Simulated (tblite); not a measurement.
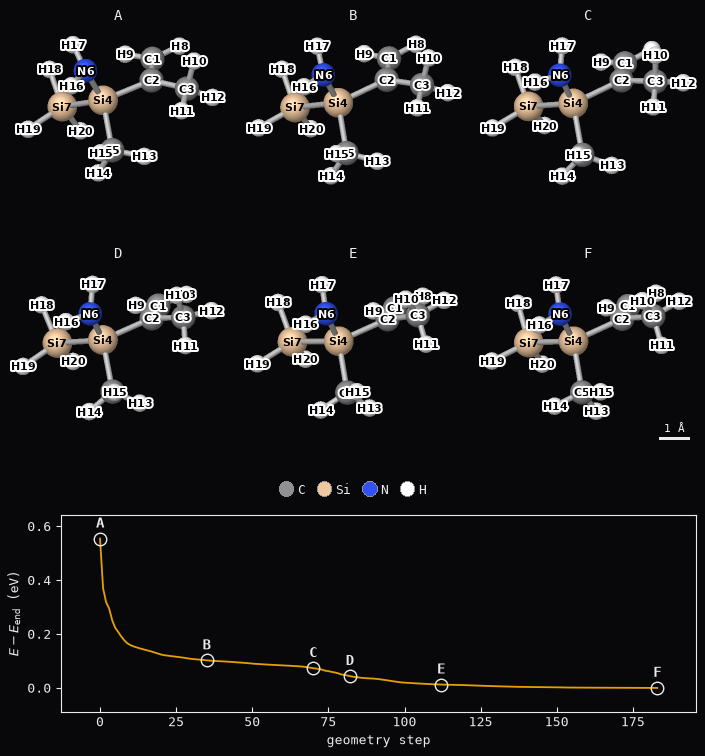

Frames of a relaxation of C₄H₁₃NSi₂, marked on the history of the run. The picture is a ball-and-stick view, seen from a free direction.

These are results of GFN2-xTB geometry optimisation, gas phase (tblite), not measurements. 

What happens along the run?

Answer. The largest move after the best rigid fit is that of H12, 1.26 Å. By element the largest moves are H 1.26 Å, C 0.43 Å, N 0.25 Å, Si 0.15 Å. Among the contacts that change: Si4–Si7 2.219 → 2.322 Å, C2–Si4 1.858 → 1.904 Å, Si4–C5 1.865 → 1.909 Å, N6–H16 1.046 → 1.008 Å. Among the angles between lasting bonds that change: H16–N6–H17 116.3° → 109.4°, C1–C2–Si4 116.8° → 121.8°, H18–Si7–H19 109.9° → 104.9°. Groups turn about Si4–C5 by about 60°, C2–C3 by about 50°, C2–Si4 by about 25°. After 183 geometry steps the energy has fallen by 0.554 eV. The run took 2.5 s on 1 thread of Arm Neoverse N1, on a shared host. From step 0 to 35: H17 moves most (0.37 Å), energy −0.452 eV. From step 35 to 70: H12 moves most (0.38 Å), energy −0.029 eV. From step 70 to 82: H12 moves most (0.37 Å), energy −0.029 eV. From step 82 to 112: H12 moves most (0.38 Å), energy −0.032 eV. From step 112 to 183: H14 moves most (0.37 Å), energy −0.012 eV.

```json
{"step": "0", "E − E(0), eV": "0.0000"}
{"step": "1", "E − E(0), eV": "-0.1843"}
{"step": "2", "E − E(0), eV": "-0.2363"}
{"step": "3", "E − E(0), eV": "-0.2596"}
{"step": "4", "E − E(0), eV": "-0.3032"}
{"step": "5", "E − E(0), eV": "-0.3314"}
{"step": "6", "E − E(0), eV": "-0.3471"}
{"step": "7", "E − E(0), eV": "-0.3637"}
{"step": "8", "E − E(0), eV": "-0.3780"}
{"step": "9", "E − E(0), eV": "-0.3887"}
{"step": "10", "E − E(0), eV": "-0.3953"}
{"step": "19", "E − E(0), eV": "-0.4265"}
{"step": "28", "E − E(0), eV": "-0.4430"}
{"step": "37", "E − E(0), eV": "-0.4537"}
{"step": "46", "E − E(0), eV": "-0.4599"}
{"step": "56", "E − E(0), eV": "-0.4681"}
{"step": "65", "E − E(0), eV": "-0.4736"}
{"step": "74", "E − E(0), eV": "-0.4904"}
{"step": "83", "E − E(0), eV": "-0.5123"}
{"step": "92", "E − E(0), eV": "-0.5222"}
{"step": "101", "E − E(0), eV": "-0.5354"}
{"step": "110", "E − E(0), eV": "-0.5408"}
{"step": "119", "E − E(0), eV": "-0.5435"}
{"step": "128", "E − E(0), eV": "-0.5472"}
{"step": "137", "E − E(0), eV": "-0.5501"}
{"step": "147", "E − E(0), eV": "-0.5515"}
{"step": "156", "E − E(0), eV": "-0.5530"}
{"step": "165", "E − E(0), eV": "-0.5535"}
{"step": "174", "E − E(0), eV": "-0.5539"}
{"step": "183", "E − E(0), eV": "-0.5542"}
```
